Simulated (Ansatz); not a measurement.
# CH4ClFO3W: small, medium and large basis sets

How large a basis does CH4ClFO3W need? Two functionals are run in growing sets.

Method: one geometry, several basis sets; program: Ansatz 0.2.0, Gaussian basis.

Plan: PBE0-D4/def2-SVP; ωB97M-V/def2-SVP; PBE0-D4/def2-QZVPP; ωB97M-V/def2-QZVPP; the functionals' def2-TZVPP values are taken from earlier runs.

## 1. The geometry

An earlier PBE0-D4 in a triple-zeta def2 set relaxation fixed the geometry. W takes the def2 core potential; no spin-orbit term is included.

SMILES `C[O][W](=[O])([OH])([F])[Cl]`, 11 atoms, charge 0, spin multiplicity 1.

Atoms are counted from 1 here; the program's logs count them from 0.

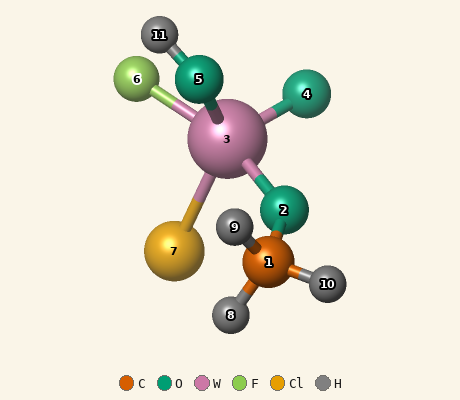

The geometry (carbon orange, oxygen teal, tungsten pink, fluorine green, chlorine amber, hydrogen grey); atoms are numbered from 1 in the order of the file.

## 2. PBE0-D4 in def2-SVP

File in.yaml:

```yaml
crystal:
  periodic: [false, false, false]
  atoms:
    - {symbol: C, position_ang: [0.358271, -1.837942, -0.211216]}
    - {symbol: O, position_ang: [-0.434826, -0.817768, 0.327521]}
    - {symbol: W, position_ang: [-0.407978, 1.015285, 0.506077]}
    - {symbol: O, position_ang: [-1.961689, 1.308977, 1.084755]}
    - {symbol: O, position_ang: [-0.326340, 1.047813, -1.397227]}
    - {symbol: F, position_ang: [0.223448, 2.779354, 0.321910]}
    - {symbol: Cl, position_ang: [1.105858, 0.841018, 2.236063]}
    - {symbol: H, position_ang: [1.273325, -1.940055, 0.380545]}
    - {symbol: H, position_ang: [0.617984, -1.590364, -1.244854]}
    - {symbol: H, position_ang: [-0.201764, -2.773359, -0.184048]}
    - {symbol: H, position_ang: [-0.180889, 1.910140, -1.798924]}
basis:
  gaussian: {orbitals: def2-SVP}
hamiltonian: {xc: pbe0, dispersion: d4}
output: {orbitals: {seedname: orbitals}}
```

Run with:

```console
$ ansatz run in.yaml --threads 4 --pin off --events-out ev --progress --plain --max-ram 11315MiB
```

What it wrote:

```text
Functional definition: PBE0
  name "PBE0"
  cite "Adamo & Barone, J. Chem. Phys. 110, 6158 (1999) doi:10.1063/1.478522"
  cite "Perdew, Burke & Ernzerhof, Phys. Rev. Lett. 77, 3865 (1996) doi:10.1103/PhysRevLett.77.3865"
  parent pbe
  parameter a = 0.25
  parameter kappa = 0.804
  parameter beta = 0.06672455060314922
  exchange = (1 - a)*pbe_x(kappa = kappa, mu = beta*pi^2/3) + a*exact_x
  correlation = pbe_c(beta = beta)
1527 factors; their error is unknown
mean field evaluation 1: about -24271.1730 eV, gradient 9.5e1 eV
mean field evaluation 2: about -24112.8281 eV, gradient 2.9e2 eV
mean field evaluation 4: about -24286.6120 eV, gradient 2.8e1 eV
mean field evaluation 8: about -24287.9957 eV, gradient 4.7e-1 eV
mean field evaluation 16: about -24288.1140 eV, gradient 3.7e-4 eV
mean field -24288.11402615 eV, -892.5717273860 hartree, gradient 7.3e-5 eV, S^2 0.000000; 0 other end points of the search recorded, 0 dependent functions left out
reference -24288.11407676 eV, -892.5717292459 hartree; 37, 37 occupied and 103, 103 virtual orbitals, 1527 factors
Total energy: -24288.37627086 eV, -892.5813647014 hartree
```

Wall time 2.5 s (4 threads of Arm Neoverse V2, shared host); peak memory 0.42 GiB.

## 3. ωB97M-V in def2-SVP

Changes to in.yaml since step 2:

```diff
@@ -16,3 +16,3 @@
   gaussian: {orbitals: def2-SVP}
-hamiltonian: {xc: pbe0, dispersion: d4}
+hamiltonian: {xc: {name: wB97M-V}}
 output: {orbitals: {seedname: orbitals}}
```

Same command.

What it wrote (excerpt; [...] marks lines left out):

```text
Functional definition: wB97M-V
  name "wB97M-V"
  cite "Mardirossian & Head-Gordon, J. Chem. Phys. 144, 214110 (2016) doi:10.1063/1.4952647"
  cite "Becke, J. Chem. Phys. 107, 8554 (1997) doi:10.1063/1.475007"
  cite "Vydrov & Van Voorhis, J. Chem. Phys. 133, 244103 (2010) doi:10.1063/1.3521275"
  # Of w^i u^j: cxij and so on, Table III.
[...]
  gx(w, u) = 1 - cx + cx01*u + cx10*w
  gss(w, u) = css00 + css04*u^4 + css10*w + css20*w^2 + css43*w^4*u^3
  gos(w, u) = cos00 + cos10*w + (cos20 + cos21*u)*w^2 + (cos60 + cos61*u)*w^6
[...]
      + integral(e_c_pw_mod_opposite_spin*gos(b97_w_opposite, b97_u_opposite)) + vv10(b, c)
1495 factors; their error is unknown
302 factors; integrals over basis functions are off by at most 4.1e-5 eV
[...]
mean field -24296.50933979 eV, -892.8802494716 hartree, gradient 2.9e-5 eV, S^2 0.000000; 0 other end points of the search recorded, 0 dependent functions left out
reference -24296.50941884 eV, -892.8802523767 hartree; 37, 37 occupied and 103, 103 virtual orbitals, 1495 factors
Total energy: -24296.50941884 eV, -892.8802523767 hartree
```

Wall time 10 s (4 threads of Arm Neoverse V2, shared host); peak memory 0.57 GiB.

## 4. PBE0-D4 in def2-QZVPP

Changes to in.yaml since step 3:

```diff
@@ -15,4 +15,4 @@
 basis:
-  gaussian: {orbitals: def2-SVP}
-hamiltonian: {xc: {name: wB97M-V}}
+  gaussian: {orbitals: "def2-QZVPP.json"}
+hamiltonian: {xc: pbe0, dispersion: d4}
 output: {orbitals: {seedname: orbitals}}
```

Launched as before.

What it wrote:

```text
Functional definition: PBE0
  name "PBE0"
  cite "Adamo & Barone, J. Chem. Phys. 110, 6158 (1999) doi:10.1063/1.478522"
  cite "Perdew, Burke & Ernzerhof, Phys. Rev. Lett. 77, 3865 (1996) doi:10.1103/PhysRevLett.77.3865"
  parent pbe
  parameter a = 0.25
  parameter kappa = 0.804
  parameter beta = 0.06672455060314922
  exchange = (1 - a)*pbe_x(kappa = kappa, mu = beta*pi^2/3) + a*exact_x
  correlation = pbe_c(beta = beta)
1992 factors; their error is unknown
mean field evaluation 1: about -24286.6642 eV, gradient 1.1e2 eV
mean field evaluation 2: about -24109.6549 eV, gradient 3.3e2 eV
mean field evaluation 4: about -24303.6267 eV, gradient 3.9e1 eV
mean field evaluation 8: about -24306.1268 eV, gradient 5.9e-1 eV
mean field evaluation 16: about -24306.1579 eV, gradient 1.3e-3 eV
mean field -24306.15791598 eV, -893.2348281067 hartree, gradient 5.4e-5 eV, S^2 0.000000; 0 other end points of the search recorded, 0 dependent functions left out
reference -24306.15795695 eV, -893.2348296121 hartree; 37, 37 occupied and 519, 519 virtual orbitals, 1992 factors
Total energy: -24306.42015105 eV, -893.2444650676 hartree
```

It took 20 s on 4 threads of Arm Neoverse V2, shared host; peak memory 2.7 GiB.

## 5. ωB97M-V in def2-QZVPP

Changes to in.yaml since step 4:

```diff
@@ -16,3 +16,3 @@
   gaussian: {orbitals: "def2-QZVPP.json"}
-hamiltonian: {xc: pbe0, dispersion: d4}
+hamiltonian: {xc: {name: wB97M-V}}
 output: {orbitals: {seedname: orbitals}}
```

The command is unchanged.

What it wrote (excerpt; [...] marks lines left out):

```text
Functional definition: wB97M-V
  name "wB97M-V"
  cite "Mardirossian & Head-Gordon, J. Chem. Phys. 144, 214110 (2016) doi:10.1063/1.4952647"
  cite "Becke, J. Chem. Phys. 107, 8554 (1997) doi:10.1063/1.475007"
  cite "Vydrov & Van Voorhis, J. Chem. Phys. 133, 244103 (2010) doi:10.1063/1.3521275"
  # Of w^i u^j: cxij and so on, Table III.
[...]
  gx(w, u) = 1 - cx + cx01*u + cx10*w
  gss(w, u) = css00 + css04*u^4 + css10*w + css20*w^2 + css43*w^4*u^3
  gos(w, u) = cos00 + cos10*w + (cos20 + cos21*u)*w^2 + (cos60 + cos61*u)*w^6
[...]
      + integral(e_c_pw_mod_opposite_spin*gos(b97_w_opposite, b97_u_opposite)) + vv10(b, c)
1936 factors; their error is unknown
414 factors; integrals over basis functions are off by at most 2.3e-5 eV
[...]
mean field -24314.79646693 eV, -893.5522889985 hartree, gradient 6.6e-5 eV, S^2 0.000000; 0 other end points of the search recorded, 0 dependent functions left out
reference -24314.79653201 eV, -893.5522913903 hartree; 37, 37 occupied and 519, 519 virtual orbitals, 1936 factors
Total energy: -24314.79653201 eV, -893.5522913903 hartree
```

Run time: 42 s. Hardware: 4 threads of Arm Neoverse V2, shared host; peak memory 3.2 GiB.

## 6. Functionals by basis

The def2-TZVPP values come from earlier runs at the same geometry.

| functional | basis | functions | energy (eV) | from the largest (eV) | HOMO (eV) | LUMO (eV) |
| --- | --- | --- | --- | --- | --- | --- |
| PBE0-D4 | def2-SVP | 140 | -24288.3763 | 18.044 | -9.06 | -3.19 |
| PBE0-D4 | def2-TZVPP | 309 | -24305.4909 | 0.929 | -9.10 | -3.12 |
| PBE0-D4 | def2-QZVPP | 556 | -24306.4202 | 0.000 | -9.13 | -3.15 |
| ωB97M-V | def2-SVP | 140 | -24296.5094 | 18.287 | -11.31 | -1.04 |
| ωB97M-V | def2-TZVPP | 309 | -24313.9122 | 0.884 | -11.38 | -0.99 |
| ωB97M-V | def2-QZVPP | 556 | -24314.7965 | 0.000 | -11.41 | -1.03 |

## 7. Summary of results

```
                                       quantity           value
PBE0-D4: double and triple zeta above quadruple  18.04, 0.93 eV
ωB97M-V: double and triple zeta above quadruple  18.29, 0.88 eV
```

What this shows: PBE0-D4 gains 17.11 eV from double to triple zeta, then 0.93 eV more. Total energies overstate the basis error of differences, where much of it tends to cancel.

For PBE0-D4 the largest set took about 8 times as long as the smallest (20 s against 2.5 s).
